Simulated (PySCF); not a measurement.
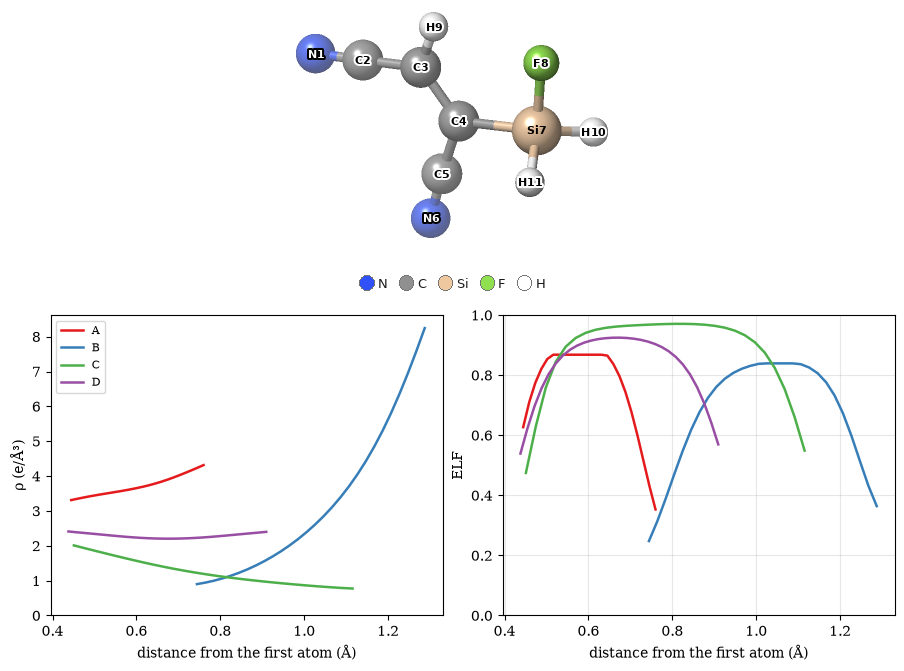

*C$_{4}$H$_{3}$FN$_{2}$Si (SMILES N#C/C=C(\C#N)[SiH2]F). Total electron density and electron localisation function along straight lines between neighbouring atoms. The curves leave out the atomic cores. The structure is drawn too.*

Geometry: GFN2-xTB.

All numbers below come from PBE0/pcSseg-1, SCF density, gas phase, non-relativistic in PySCF.

```xyz
11

N     3.4247   -0.6868   -0.0129
C     2.2828   -0.7380    0.0814
C     0.8829   -0.8147    0.2022
C     0.0608    0.2155   -0.0764
C     0.5807    1.4481   -0.5119
N     0.9430    2.4756   -0.8703
Si   -1.8263    0.0993    0.0899
F    -2.0719   -1.4073    0.5982
H     0.4889   -1.7654    0.5376
H    -2.4602    0.2035   -1.2113
H    -2.2999    0.9729    1.1474
```

Which curve belongs to which contact (C–C, C–N, C–Si and Si–F)? The first atom named is at distance zero.

Curve A: C–N (1.15 Å): the density is about 3.6 e/Å³ at the midpoint; the ELF peaks at about 0.85 between the atoms (a short, multiple covalent bond). Curve B: Si–F (1.61 Å): ρ at the midpoint is about 1.1 e/Å³; the ELF peaks at about 0.85 in the valence shell of F, 0.6 Å from its nucleus, and is about 0.45 at the midpoint. Curve C: C–Si (1.90 Å): ρ is about 0.92 e/Å³ halfway; the ELF peaks at about 1 between the atoms; localised, covalent bonding. Curve D: C–C (1.35 Å): ρ at the midpoint is about 2.2 e/Å³; the ELF peaks at about 0.90 between the atoms; a covalent bond.
